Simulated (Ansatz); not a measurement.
# CH8N2Si2: single point in a Gaussian basis from a Python script

A script is to give a single point in a Gaussian basis; the system is CH8N2Si2. SMILES: N=C[SiH2]N[SiH3].

Program: Ansatz 0.2.0, driven from Python. Level of theory: PBE+D3(BJ)/def2-TZVP. These are calculated values, not measurements.

## Step 1: The system

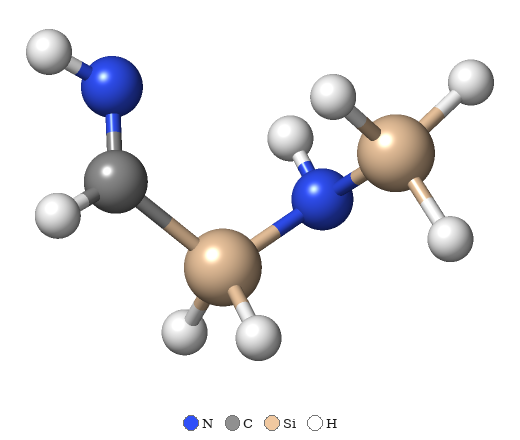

The structure that the script starts from, seen from a chosen angle (nitrogen blue, carbon grey, silicon light orange, hydrogen white).

No structure file is read: the coordinates are typed or built in the script.

## Step 2: The script

File energy_ch8n2si2.py:

```python
'''Single point of CH8N2Si2 in a Gaussian basis.'''

import sys

import ansatz
from ase import Atoms
import numpy as np

atoms = Atoms(['N', 'C', 'Si', 'N', 'Si', 'H', 'H', 'H', 'H', 'H', 'H', 'H', 'H'], positions=[
    (1.2904, -1.6921, -0.6138),
    (1.4173, -0.4599, -0.9853),
    (-0.072, 0.7017, -0.9794),
    (-1.3692, 0.0757, -0.0682),
    (-1.0935, 0.3514, 1.5792),
    (2.1957, -2.1752, -0.68),
    (2.383, -0.0453, -1.3152),
    (-0.5817, 0.839, -2.3638),
    (0.2904, 2.0667, -0.5207),
    (-1.3536, -0.9313, -0.2176),
    (-1.2124, 1.8005, 1.8595),
    (0.2417, -0.144, 1.9823),
    (-2.1361, -0.3872, 2.3228),
])
system = ansatz.Crystal.molecule_from_ase(atoms)

base = (
    system.calculation()
    .basis(gaussian='def2-TZVP')
    .functional('PBE', dispersion='d3bj')
    .forces()
)
try:
    rep = base.run().report
except ansatz.AnsatzError as error:
    sys.exit(f'{type(error).__name__}: {error}')

for key in ('converged', 'free_energy_ev', 'reference_energy_ev', 'n_frozen', 'n_occupied', 'n_virtual'):
    print(f'{key:22s} {rep[key]}')

field = rep['mean_field']
print('<S^2> =', round(abs(field['state']['spin_squared']), 4), ' all-electron relativity setting:', field['relativity'])
print('passes:', field['passes'])
if 'symmetry' in field:
    print('occupied orbitals by irrep:', field['symmetry']['occupied'])

symbols = [site.symbol for site in system.cartesian_sites]
forces = np.array(rep['forces_ev_ang'])
print('largest force', round(float(np.linalg.norm(forces, axis=1).max()), 4), 'eV/A, rms', round(float(np.sqrt((forces ** 2).mean())), 4))

charges = rep['charge_distribution']
print('dipole moment', round(4.803205 * float(np.linalg.norm(charges['dipole_moment_e_ang'])), 3), 'D')
print('Mulliken:', [(s, round(q, 3)) for s, q in zip(symbols, charges['mulliken_charges_e'])])
```

## Step 3: Launch

The run is started by

```console
> python energy_ch8n2si2.py
```

Q: Predict the main results. Wanted: total energy; largest force; dipole moment.

**Answer**, as computed:

```
     quantity           value
 total energy  -19891.5690 eV
largest force      1.739 eV/Å
dipole moment          2.09 D
```

What this shows: Forces reach 1.74 eV/Å, so the atoms aren't at rest. What to keep in mind:
- The geometry is a force-field or estimated start, not a minimum of this method, and the basis set is short of its limit.
- Total less reference energy is the dispersion correction.
